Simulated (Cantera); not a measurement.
A closed system holds: 1 mol CaCO3, 0.038 mol H2O, equilibrated at 0.000120 bar.

These are equilibrium values from Cantera (NASA tables, ideal gas, pure condensed phases), not measurements of a reactor. Candidate condensed phases: C, C6H6, C7H8, C8H18, Ca, CaCO3, CaO, Ca(OH)2, H2O; 115 gas species. Kinetics and transport are ignored.

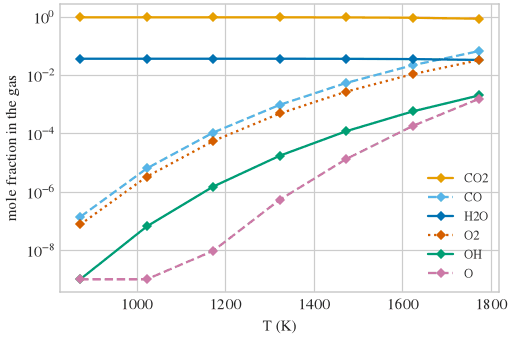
Equilibrium gas composition (values under 1e-9 drawn at 1e-9)

Q: Read off the mole fractions at 1023 K.

A: CO2 about 0.96, H2O about 0.037, CO about 6.3e-6, O2 about 3.3e-6, OH about 6.5e-8.
